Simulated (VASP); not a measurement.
Band structure of SnGe. Computed with PBE GGA, VASP's PBE PAW potentials (set 64) (plane waves; VASP 6.6.1).

The cell holds a wide vacuum, so values per volume refer to the whole cell. Unless said otherwise, spin-orbit coupling is left out, though it shifts the bands of the heavy elements here.

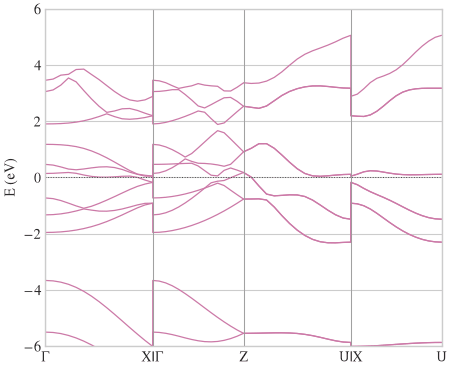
Figure: Bands along high-symmetry lines, zero at the valence-band maximum or, without a gap, the Fermi level

Q: Read the plot: is there a gap, and where are the band edges?

A: It has no gap at this level: it comes out as a metal or semimetal.

The cell is a sheet with vacuum, built from a generated structure.
